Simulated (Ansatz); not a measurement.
**F− with SO₂: superposition error and deformation, part 1 of 2**

Aim: split the binding of a pair into the counterpoise interaction, the basis-set superposition error and the cost of deforming the fragments.

The runs use Ansatz 0.2.0, Gaussian basis; PBE0-D4 structures, single points in def2-TZVPPD.

Levels: PBE-D4, revPBE-D4, BLYP-D4, r2SCAN-D4, B97M-V, PBE0-D4, B3LYP-D4, HSE06-D4, wB97X-V, wB97M-V, B2PLYP, Hartree-Fock, MP2, CCSD, CCSD(T).

Correlated methods freeze the cores. B3LYP uses VWN-RPA correlation. B2PLYP carries no dispersion term here.

129 further runs of the same task are left out: 129 set aside as unsound or not needed.

## (1) The starting structure

The relaxed pair: 4 atoms, charge -1, spin multiplicity 1.

Atoms are counted from 1 here; the program's logs count them from 0.

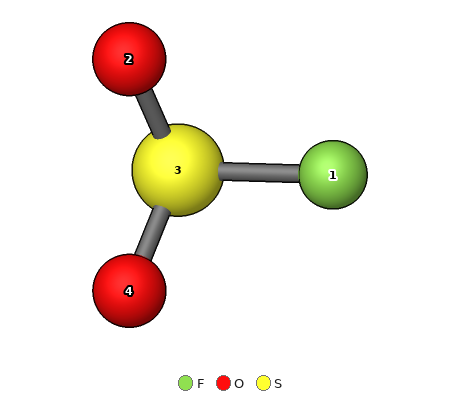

As it starts; fluorine green, oxygen red, sulfur yellow; atoms are numbered from 1 in the order of the file.

Geometry (Å):

```xyz
4

F     0.07572   -0.02726   -1.48378
O    -0.40805    1.19657    0.60390
S    -0.40233   -0.20466    0.17797
O     0.73467   -0.96465    0.70191
```

Atoms 1 to 1 are fragment A (F−), the rest fragment B (SO₂). From earlier runs, pair energy (eV) and counterpoise interaction (meV):

| method | E(pair) | interaction |
| --- | --- | --- |
| PBE-D4 | -17641.06864 | -2339 |
| revPBE-D4 | -17648.18202 | -2214 |
| BLYP-D4 | -17651.74729 | -2089 |
| r2SCAN-D4 | -17648.23521 | -2568 |
| B97M-V | -17646.69570 | -2499 |
| PBE0-D4 | -17641.26246 | -2625 |
| B3LYP-D4 | -17652.40607 | -2377 |
| HSE06-D4 | -17640.78516 | -2626 |
| wB97X-V | -17647.76719 | -2557 |
| wB97M-V | -17649.74943 | -2517 |
| B2PLYP | -17644.62133 | -2224 |
| Hartree-Fock | -17601.72457 | -2742 |
| MP2 | -17627.14862 | -2097 |
| CCSD(T) | -17628.08861 | -2208 |

First each fragment is run alone in its own basis, frozen in the shape it has in the pair (a, b).

## (2) wB97X-V/def2-TZVPPD

a/in.yaml

```yaml
crystal:
  periodic: [false, false, false]
  atoms:
    - {symbol: F, position_ang: [0.075718, -0.027258, -1.483776]}
basis:
  gaussian: {orbitals: "def2-TZVPPD.json"}
total_charge: -1
hamiltonian: {xc: {name: wB97X-V}}
```

b/in.yaml

```yaml
crystal:
  periodic: [false, false, false]
  atoms:
    - {symbol: O, position_ang: [-0.408053, 1.196567, 0.603897]}
    - {symbol: S, position_ang: [-0.402331, -0.204656, 0.177971]}
    - {symbol: O, position_ang: [0.734668, -0.964653, 0.701909]}
basis:
  gaussian: {orbitals: "def2-TZVPPD.json"}
hamiltonian: {xc: {name: wB97X-V}}
```

The basis file named in the input lies beside it (Basis Set Exchange, JSON).

Each run has its own folder and the same command.

The run is started by

```bash
ansatz run in.yaml --threads 2 --pin off --events-out ev --progress --plain --max-ram 5222MiB
```

Output in a:

```text
Functional definition: wB97X-V
  name "wB97X-V"
  cite "Mardirossian & Head-Gordon, Phys. Chem. Chem. Phys. 16, 9904 (2014) doi:10.1039/C3CP54374A"
  cite "Becke, J. Chem. Phys. 107, 8554 (1997) doi:10.1063/1.475007"
  cite "Vydrov & Van Voorhis, J. Chem. Phys. 133, 244103 (2010) doi:10.1063/1.3521275"
  parameter omega = 0.3/bohr
  parameter cx = 0.167
  parameter cx1 = 0.603
  parameter cx2 = 1.194
  parameter css0 = 0.556
  parameter css1 = -0.257
  parameter cos0 = 1.219
  parameter cos1 = -1.850
  parameter b = 6.0
  parameter c = 0.01
  exchange = spin_sum(e_x_unif_sr(omega)*poly(b97_u_x, 1 - cx, cx1, cx2)) + cx*exact_x_sr(omega) + exact_x_lr(omega)
  correlation = spin_sum(e_c_pw_same_spin*poly(b97_u_same, css0, css1))
      + integral(e_c_pw_opposite_spin*poly(b97_u_opposite, cos0, cos1)) + vv10(b, c)
197 factors; their error is unknown
52 factors; integrals over basis functions are off by at most 4.8e-5 eV
mean field evaluation 1: about -2705.5467 eV, gradient 8.9e1 eV
mean field evaluation 2: about -2701.9389 eV, gradient 1.2e2 eV
mean field evaluation 4: about -2717.2989 eV, gradient 4.7e-1 eV
mean field evaluation 8: about -2717.3078 eV, gradient 1.6e-3 eV
mean field -2717.30775250 eV, -99.8592180471 hartree, gradient 5.3e-5 eV, S^2 0.000000; 0 other end points of the search recorded, 0 dependent functions left out
reference -2717.30775130 eV, -99.8592180030 hartree; 5, 5 occupied and 35, 35 virtual orbitals, 197 factors
Total energy: -2717.30775130 eV, -99.8592180030 hartree
```

Output in b (excerpt; [...] marks lines left out):

```text
Functional definition: wB97X-V
  name "wB97X-V"
  cite "Mardirossian & Head-Gordon, Phys. Chem. Chem. Phys. 16, 9904 (2014) doi:10.1039/C3CP54374A"
  cite "Becke, J. Chem. Phys. 107, 8554 (1997) doi:10.1063/1.475007"
  cite "Vydrov & Van Voorhis, J. Chem. Phys. 133, 244103 (2010) doi:10.1063/1.3521275"
[...]
      + integral(e_c_pw_opposite_spin*poly(b97_u_opposite, cos0, cos1)) + vv10(b, c)
707 factors; their error is unknown
163 factors; integrals over basis functions are off by at most 3.2e-5 eV
[...]
mean field -14927.89721606 eV, -548.5901041980 hartree, gradient 2.2e-5 eV, S^2 0.000000; 0 other end points of the search recorded, 0 dependent functions left out
reference -14927.89721381 eV, -548.5901041153 hartree; 16, 16 occupied and 115, 115 virtual orbitals, 707 factors
Total energy: -14927.89721381 eV, -548.5901041153 hartree
```

They took 0.3 s (a), 3.4 s (b) on 2 threads of Arm Neoverse V1, shared host.

## (3) wB97M-V/def2-TZVPPD

The same edit goes into each in.yaml of step 2 (a, b):

```diff
-hamiltonian: {xc: {name: wB97X-V}}
+hamiltonian: {xc: {name: wB97M-V}}
```

The same command starts each run, in its folder.

The run is started by

```bash
ansatz run in.yaml --threads 2 --pin off --events-out ev --progress --plain --max-ram 5222MiB
```

Log of a (excerpt; [...] marks lines left out):

```text
Functional definition: wB97M-V
  name "wB97M-V"
  cite "Mardirossian & Head-Gordon, J. Chem. Phys. 144, 214110 (2016) doi:10.1063/1.4952647"
  cite "Becke, J. Chem. Phys. 107, 8554 (1997) doi:10.1063/1.475007"
  cite "Vydrov & Van Voorhis, J. Chem. Phys. 133, 244103 (2010) doi:10.1063/1.3521275"
  # Of w^i u^j: cxij and so on, Table III.
[...]
  gx(w, u) = 1 - cx + cx01*u + cx10*w
  gss(w, u) = css00 + css04*u^4 + css10*w + css20*w^2 + css43*w^4*u^3
  gos(w, u) = cos00 + cos10*w + (cos20 + cos21*u)*w^2 + (cos60 + cos61*u)*w^6
[...]
      + integral(e_c_pw_mod_opposite_spin*gos(b97_w_opposite, b97_u_opposite)) + vv10(b, c)
197 factors; their error is unknown
52 factors; integrals over basis functions are off by at most 4.8e-5 eV
[...]
mean field -2717.60186938 eV, -99.8700266432 hartree, gradient 1.8e-5 eV, S^2 0.000000; 0 other end points of the search recorded, 0 dependent functions left out
reference -2717.60189901 eV, -99.8700277317 hartree; 5, 5 occupied and 35, 35 virtual orbitals, 197 factors
Total energy: -2717.60189901 eV, -99.8700277317 hartree
```

Output in b (excerpt; [...] marks lines left out):

```text
Functional definition: wB97M-V
  name "wB97M-V"
  cite "Mardirossian & Head-Gordon, J. Chem. Phys. 144, 214110 (2016) doi:10.1063/1.4952647"
  cite "Becke, J. Chem. Phys. 107, 8554 (1997) doi:10.1063/1.475007"
  cite "Vydrov & Van Voorhis, J. Chem. Phys. 133, 244103 (2010) doi:10.1063/1.3521275"
  # Of w^i u^j: cxij and so on, Table III.
[...]
  gx(w, u) = 1 - cx + cx01*u + cx10*w
  gss(w, u) = css00 + css04*u^4 + css10*w + css20*w^2 + css43*w^4*u^3
  gos(w, u) = cos00 + cos10*w + (cos20 + cos21*u)*w^2 + (cos60 + cos61*u)*w^6
[...]
      + integral(e_c_pw_mod_opposite_spin*gos(b97_w_opposite, b97_u_opposite)) + vv10(b, c)
686 factors; their error is unknown
163 factors; integrals over basis functions are off by at most 3.2e-5 eV
[...]
mean field -14929.62441746 eV, -548.6535776789 hartree, gradient 2.6e-5 eV, S^2 0.000000; 0 other end points of the search recorded, 0 dependent functions left out
reference -14929.62447427 eV, -548.6535797664 hartree; 16, 16 occupied and 115, 115 virtual orbitals, 686 factors
Total energy: -14929.62447427 eV, -548.6535797664 hartree
```

Wall times: 0.35 s (a), 3.9 s (b) on 2 threads of Arm Neoverse V1, shared host.

## (4) B2PLYP/def2-TZVPPD

The same edit goes into each in.yaml of step 3 (a, b):

```diff
-hamiltonian: {xc: {name: wB97M-V}}
+hamiltonian: {xc: {name: B2PLYP}}
```

One command serves all of them, each in its own folder.

The run is started by

```bash
ansatz run in.yaml --threads 2 --pin off --events-out ev --progress --plain --max-ram 5222MiB
```

Log of a (excerpt; [...] marks lines left out):

```text
Functional definition: B2PLYP
  name "B2PLYP"
  cite "Grimme, J. Chem. Phys. 124, 034108 (2006) doi:10.1063/1.2148954"
  cite "Becke, Phys. Rev. A 38, 3098 (1988) doi:10.1103/PhysRevA.38.3098"
  cite "Lee, Yang & Parr, Phys. Rev. B 37, 785 (1988) doi:10.1103/PhysRevB.37.785"
[...]
257 factors; integrals over basis functions are off by at most 1.5e-4 eV
[...]
mean field -2714.40500266 eV, -99.7525439580 hartree, gradient 9.1e-6 eV, S^2 0.000000; 0 other end points of the search recorded, 0 dependent functions left out
1 core orbitals not correlated: weight in the atoms' cores, before any rotation towards them, 1.000 or more for the frozen orbitals, at most 0.000 for the correlated occupied ones
reference -2714.40510179 eV, -99.7525476009 hartree; 4, 4 occupied and 35, 35 virtual orbitals, 257 factors
second order -9.42534965 eV of doubles, -0.00000000 eV of singles
Total energy: -2716.94994619 eV, -99.8460689078 hartree
```

Output in b (excerpt; [...] marks lines left out):

```text
Functional definition: B2PLYP
  name "B2PLYP"
  cite "Grimme, J. Chem. Phys. 124, 034108 (2006) doi:10.1063/1.2148954"
  cite "Becke, Phys. Rev. A 38, 3098 (1988) doi:10.1103/PhysRevA.38.3098"
  cite "Lee, Yang & Parr, Phys. Rev. B 37, 785 (1988) doi:10.1103/PhysRevB.37.785"
[...]
805 factors; integrals over basis functions are off by at most 6.5e-4 eV
[...]
mean field -14919.26860330 eV, -548.2730085279 hartree, gradient 7.2e-6 eV, S^2 0.000000; 0 other end points of the search recorded, 0 dependent functions left out
7 core orbitals not correlated: weight in the atoms' cores, before any rotation towards them, 1.000 or more for the frozen orbitals, at most 0.000 for the correlated occupied ones
reference -14919.26874327 eV, -548.2730136715 hartree; 9, 9 occupied and 115, 115 virtual orbitals, 805 factors
second order -22.77197068 eV of doubles, -0.00000000 eV of singles
Total energy: -14925.41717535 eV, -548.4989643830 hartree
```

Times: 0.2 s (a), 2.5 s (b) on 2 threads of Arm Neoverse V1, shared host.

## (5) B97M-V/def2-TZVPPD

The same edit goes into each in.yaml of step 4 (a, b):

```diff
-hamiltonian: {xc: {name: B2PLYP}}
+hamiltonian: {xc: {name: B97M-V}}
```

One command serves all of them, each in its own folder.

The run is started by

```bash
ansatz run in.yaml --threads 2 --pin off --events-out ev --progress --plain --max-ram 5222MiB
```

Log of a (excerpt; [...] marks lines left out):

```text
Functional definition: B97M-V
  name "B97M-V"
  cite "Mardirossian & Head-Gordon, J. Chem. Phys. 142, 074111 (2015) doi:10.1063/1.4907719"
  cite "Becke, J. Chem. Phys. 107, 8554 (1997) doi:10.1063/1.475007"
  cite "Vydrov & Van Voorhis, J. Chem. Phys. 133, 244103 (2010) doi:10.1063/1.3521275"
  # Of w^i u^j: cxij and so on, Table III.
[...]
  gx(w, u) = cx00 + cx01*u + cx02*u^2 + (cx10 + cx11*u)*w
  gss(w, u) = css00 + css02*u^2 + css10*w + (css32*w^3 + css42*w^4)*u^2
  gos(w, u) = cos00 + cos01*u + cos03*u^3 + cos10*w + cos32*w^3*u^2
[...]
      + integral(e_c_pw_mod_opposite_spin*gos(b97_w_opposite, b97_u_opposite)) + vv10(b, c)
197 factors; their error is unknown
[...]
mean field -2717.16474812 eV, -99.8539627329 hartree, gradient 8.6e-6 eV, S^2 0.000000; 0 other end points of the search recorded, 0 dependent functions left out
reference -2717.16478331 eV, -99.8539640264 hartree; 5, 5 occupied and 35, 35 virtual orbitals, 197 factors
Total energy: -2717.16478331 eV, -99.8539640264 hartree
```

Log of b (excerpt; [...] marks lines left out):

```text
Functional definition: B97M-V
  name "B97M-V"
  cite "Mardirossian & Head-Gordon, J. Chem. Phys. 142, 074111 (2015) doi:10.1063/1.4907719"
  cite "Becke, J. Chem. Phys. 107, 8554 (1997) doi:10.1063/1.475007"
  cite "Vydrov & Van Voorhis, J. Chem. Phys. 133, 244103 (2010) doi:10.1063/1.3521275"
  # Of w^i u^j: cxij and so on, Table III.
[...]
  gx(w, u) = cx00 + cx01*u + cx02*u^2 + (cx10 + cx11*u)*w
  gss(w, u) = css00 + css02*u^2 + css10*w + (css32*w^3 + css42*w^4)*u^2
  gos(w, u) = cos00 + cos01*u + cos03*u^3 + cos10*w + cos32*w^3*u^2
[...]
      + integral(e_c_pw_mod_opposite_spin*gos(b97_w_opposite, b97_u_opposite)) + vv10(b, c)
686 factors; their error is unknown
[...]
mean field -14927.02473647 eV, -548.5580411646 hartree, gradient 1.8e-5 eV, S^2 0.000000; 0 other end points of the search recorded, 0 dependent functions left out
reference -14927.02480217 eV, -548.5580435788 hartree; 16, 16 occupied and 115, 115 virtual orbitals, 686 factors
Total energy: -14927.02480217 eV, -548.5580435788 hartree
```

They took 0.3 s (a), 3.6 s (b) on 2 threads of Arm Neoverse V1, shared host.

## (6) CCSD(T)/def2-TZVPPD

Each input of step 5 (a, b) changes in the same lines:

```diff
-hamiltonian: {xc: {name: B97M-V}}
+correlation: {method: ccsd_t}
```

One command serves all of them, each in its own folder.

The run is started by

```bash
ansatz run in.yaml --threads 2 --pin off --events-out ev --progress --plain --max-ram 5222MiB
```

Log of a (excerpt; [...] marks lines left out):

```text
Functional definition: HF
  name "HF"
  cite "Fock, Z. Phys. 61, 126 (1930) doi:10.1007/BF01340294"
  parent pbe
[...]
257 factors; integrals over basis functions are off by at most 1.5e-4 eV
[...]
mean field -2706.33087263 eV, -99.4558251521 hartree, gradient 3.0e-6 eV, S^2 0.000000; 0 other end points of the search recorded, 0 dependent functions left out
1 core orbitals not correlated: weight in the atoms' cores, before any rotation towards them, 1.000 or more for the frozen orbitals, at most 0.000 for the correlated occupied ones
reference -2706.33087263 eV, -99.4558251521 hartree; 4, 4 occupied and 35, 35 virtual orbitals, 257 factors
second order -7.81390746 eV of doubles, -0.00000000 eV of singles
cycle   1  -7.41661807 eV  change    4.0e-1 eV  update   9.9e-2
[...]
cycle   9  -7.66117946 eV  change    1.9e-6 eV  update   3.4e-6
perturbative correction -0.25873590 eV, -0.0095083691 hartree
Total energy: -2714.25078799 eV, -99.7468766733 hartree
```

b printed (excerpt; [...] marks lines left out):

```text
Functional definition: HF
  name "HF"
  cite "Fock, Z. Phys. 61, 126 (1930) doi:10.1007/BF01340294"
  parent pbe
[...]
805 factors; integrals over basis functions are off by at most 6.5e-4 eV
[...]
mean field -14892.64605993 eV, -547.2946481043 hartree, gradient 4.5e-6 eV, S^2 0.000000; 0 other end points of the search recorded, 0 dependent functions left out; unrestricted orbitals would lower it
7 core orbitals not correlated: weight in the atoms' cores, before any rotation towards them, 1.000 or more for the frozen orbitals, at most 0.000 for the correlated occupied ones
reference -14892.64605993 eV, -547.2946481043 hartree; 9, 9 occupied and 115, 115 virtual orbitals, 805 factors
second order -18.17475379 eV of doubles, -0.00000000 eV of singles
cycle   1  -17.07227853 eV  change     1.1e0 eV  update   1.5e-1
[...]
cycle  11  -17.91396386 eV  change    5.4e-6 eV  update   4.7e-6
perturbative correction -0.98256570 eV, -0.0361086235 hartree
Total energy: -14911.54258949 eV, -547.9890827571 hartree
```

They took 0.2 s (a), 3.9 s (b) on 2 threads of Arm Neoverse V1, shared host; peak memory 0.47 GiB.

## (7) Relaxing SO₂ alone

relax-b/in.yaml

```yaml
crystal:
  periodic: [false, false, false]
  atoms:
    - {symbol: O, position_ang: [-0.408053, 1.196567, 0.603897]}
    - {symbol: S, position_ang: [-0.402331, -0.204656, 0.177971]}
    - {symbol: O, position_ang: [0.734668, -0.964653, 0.701909]}
basis:
  gaussian: {orbitals: def2-TZVP}
hamiltonian: {xc: pbe0, dispersion: d4}
relax: {f_tol: 0.005, max_steps: 200}
```

The run is started by

```bash
ansatz run in.yaml --threads 2 --pin off --events-out ev --progress --plain --max-ram 5222MiB
```

Output (excerpt; [...] marks lines left out):

```text
Functional definition: PBE0
  name "PBE0"
  cite "Adamo & Barone, J. Chem. Phys. 110, 6158 (1999) doi:10.1063/1.478522"
  cite "Perdew, Burke & Ernzerhof, Phys. Rev. Lett. 77, 3865 (1996) doi:10.1103/PhysRevLett.77.3865"
  parent pbe
[...]
573 factors; their error is unknown
[...]
mean field -14922.91230006 eV, -548.4069119140 hartree, gradient 3.1e-5 eV, S^2 0.000000; 0 other end points of the search recorded, 0 dependent functions left out
[...]
reference -14922.91231589 eV, -548.4069124958 hartree; 16, 16 occupied and 83, 83 virtual orbitals, 573 factors
relax step   1: F+E_penalty+E_count = -14922.94804630 eV  Δ(F+E_penalty+E_count) = +0.000e0 eV  max|allowed force component| = 2.232e0 eV/Å  Δτ_max = 0.0000 Å  (27 SCF iters, accepted)
[...]
relax step   4: F+E_penalty+E_count = -14923.06064727 eV  Δ(F+E_penalty+E_count) = -1.407e-3 eV  max|allowed force component| = 1.581e-2 eV/Å  Δτ_max = 0.0070 Å  (31 SCF iters, accepted)
[...]
relax step   5: F+E_penalty+E_count = -14923.06065114 eV  Δ(F+E_penalty+E_count) = -3.874e-6 eV  max|allowed force component| = 4.916e-3 eV/Å  Δτ_max = 0.0004 Å  (31 SCF iters, accepted)
573 factors; their error is unknown
[...]
mean field -14923.02485053 eV, -548.4110480676 hartree, gradient 1.9e-5 eV, S^2 0.000000; 1 other end points of the search recorded, 0 dependent functions left out
[...]
reference -14923.02486634 eV, -548.4110486484 hartree; 16, 16 occupied and 83, 83 virtual orbitals, 573 factors
Total energy: -14923.06066695 eV, -548.4123642964 hartree
Atom 0 at    -0.430529     1.194421     0.588275 Å, force     0.000344    -0.004916    -0.001279 eV/Å
Atom 1 at    -0.365999    -0.184063     0.208476 Å, force     0.003471     0.001967     0.002914 eV/Å
Atom 2 at     0.720812    -0.983101     0.687026 Å, force    -0.003815     0.002949    -0.001636 eV/Å
Dipole moment:    -0.247415    -0.140239    -0.207739 e Å
```

It took 5.5 s on 2 threads of Arm Neoverse V1, shared host.

Relaxation path:

| step | energy from step 1 (eV) | largest force component (eV/Å) |
| --- | --- | --- |
| 1 | 0.0000 | 2.2324 |
| 2 | -0.0657 | 1.4224 |
| 3 | -0.1112 | 0.1704 |
| 4 | -0.1126 | 0.0158 |
| 5 | -0.1126 | 0.0049 |

Close pairs (by a distance rule), those that changed most:

| bond | before (Å) | after (Å) | change (Å) |
| --- | --- | --- | --- |
| S2–O3 | 1.465 | 1.431 | -0.033 |
| O1–S2 | 1.465 | 1.431 | -0.033 |

## (8) PBE-D4/def2-TZVPPD

free-b/in.yaml

```yaml
crystal:
  periodic: [false, false, false]
  atoms:
    - {symbol: O, position_ang: [-0.430529, 1.194421, 0.588275]}
    - {symbol: S, position_ang: [-0.365999, -0.184063, 0.208476]}
    - {symbol: O, position_ang: [0.720812, -0.983101, 0.687026]}
basis:
  gaussian: {orbitals: "def2-TZVPPD.json"}
hamiltonian: {xc: pbe, dispersion: d4}
```

The run is started by

```bash
ansatz run in.yaml --threads 2 --pin off --events-out ev --progress --plain --max-ram 5222MiB
```

Output:

```text
Functional definition: PBE
  name "PBE"
  cite "Perdew, Burke & Ernzerhof, Phys. Rev. Lett. 77, 3865 (1996) doi:10.1103/PhysRevLett.77.3865"
  parent pbe
  parameter kappa = 0.804
  parameter beta = 0.06672455060314922
  exchange = pbe_x(kappa = kappa, mu = beta*pi^2/3)
  correlation = pbe_c(beta = beta)
686 factors; their error is unknown
mean field evaluation 1: about -14912.6252 eV, gradient 8.0e1 eV
mean field evaluation 2: about -14850.2856 eV, gradient 2.0e2 eV
mean field evaluation 4: about -14922.7805 eV, gradient 6.1e0 eV
mean field evaluation 8: about -14922.8468 eV, gradient 7.5e-2 eV
mean field -14922.84680801 eV, -548.4045051257 hartree, gradient 3.2e-5 eV, S^2 0.000000; 0 other end points of the search recorded, 0 dependent functions left out
reference -14922.84685333 eV, -548.4045067911 hartree; 16, 16 occupied and 115, 115 virtual orbitals, 686 factors
Total energy: -14922.89060077 eV, -548.4061144796 hartree
```

Run time: 1 s. Hardware: 2 threads of Arm Neoverse V1, shared host.

## (9) r2SCAN-D4/def2-TZVPPD

free-b/in.yaml, as its differences from that of step 8:

```diff
@@ -8,2 +8,2 @@
   gaussian: {orbitals: "def2-TZVPPD.json"}
-hamiltonian: {xc: pbe, dispersion: d4}
+hamiltonian: {xc: r2scan, dispersion: d4}
```

The run is started by

```bash
ansatz run in.yaml --threads 2 --pin off --events-out ev --progress --plain --max-ram 5222MiB
```

Output:

```text
Functional definition: r2SCAN
  name "r2SCAN"
  cite "Furness, Kaplan, Ning, Perdew & Sun, J. Phys. Chem. Lett. 11, 8208 (2020) doi:10.1021/acs.jpclett.0c02405"
  cite "Furness, Kaplan, Ning, Perdew & Sun, J. Phys. Chem. Lett. 11, 9248 (2020) doi:10.1021/acs.jpclett.0c03077"
  parent r2scan
  parameter k0 = 0.174
  parameter k1 = 0.065
  parameter a1 = 4.9479
  exchange = r2scan_x(k0 = k0, k1 = k1, a1 = a1)
  correlation = r2scan_c
686 factors; their error is unknown
mean field evaluation 1: about -14919.7977 eV, gradient 7.4e1 eV
mean field evaluation 2: about -14877.7282 eV, gradient 1.7e2 eV
mean field evaluation 4: about -14928.6329 eV, gradient 4.2e0 eV
mean field evaluation 8: about -14928.6643 eV, gradient 1.8e-2 eV
mean field evaluation 16: about -14928.6547 eV, gradient 1.2e-5 eV
mean field -14928.65471916 eV, -548.6179419236 hartree, gradient 1.1e-5 eV, S^2 0.000000; 0 other end points of the search recorded, 0 dependent functions left out
reference -14928.65473524 eV, -548.6179425143 hartree; 16, 16 occupied and 115, 115 virtual orbitals, 686 factors
Total energy: -14928.66420101 eV, -548.6182903749 hartree
```

Run time: 2 s. Hardware: 2 threads of Arm Neoverse V1, shared host.

## (10) PBE0-D4/def2-TZVPPD

free-b/in.yaml, as its differences from that of step 9:

```diff
@@ -8,2 +8,3 @@
   gaussian: {orbitals: "def2-TZVPPD.json"}
-hamiltonian: {xc: r2scan, dispersion: d4}
+hamiltonian: {xc: pbe0, dispersion: d4}
+output: {orbitals: {seedname: orbitals}}
```

The run is started by

```bash
ansatz run in.yaml --threads 2 --pin off --events-out ev --progress --plain --max-ram 5222MiB
```

Output:

```text
Functional definition: PBE0
  name "PBE0"
  cite "Adamo & Barone, J. Chem. Phys. 110, 6158 (1999) doi:10.1063/1.478522"
  cite "Perdew, Burke & Ernzerhof, Phys. Rev. Lett. 77, 3865 (1996) doi:10.1103/PhysRevLett.77.3865"
  parent pbe
  parameter a = 0.25
  parameter kappa = 0.804
  parameter beta = 0.06672455060314922
  exchange = (1 - a)*pbe_x(kappa = kappa, mu = beta*pi^2/3) + a*exact_x
  correlation = pbe_c(beta = beta)
724 factors; their error is unknown
mean field evaluation 1: about -14915.9373 eV, gradient 6.7e1 eV
mean field evaluation 2: about -14894.6386 eV, gradient 1.3e2 eV
mean field evaluation 4: about -14923.0653 eV, gradient 1.9e0 eV
mean field evaluation 8: about -14923.1168 eV, gradient 2.0e-2 eV
mean field -14923.11678639 eV, -548.4144266478 hartree, gradient 4.5e-5 eV, S^2 0.000000; 0 other end points of the search recorded, 0 dependent functions left out
reference -14923.11682047 eV, -548.4144279006 hartree; 16, 16 occupied and 115, 115 virtual orbitals, 724 factors
Total energy: -14923.15262108 eV, -548.4157435486 hartree
```

Wall time 1.2 s (2 threads of Arm Neoverse V1, shared host).

(Continued in part 2 of 2.)
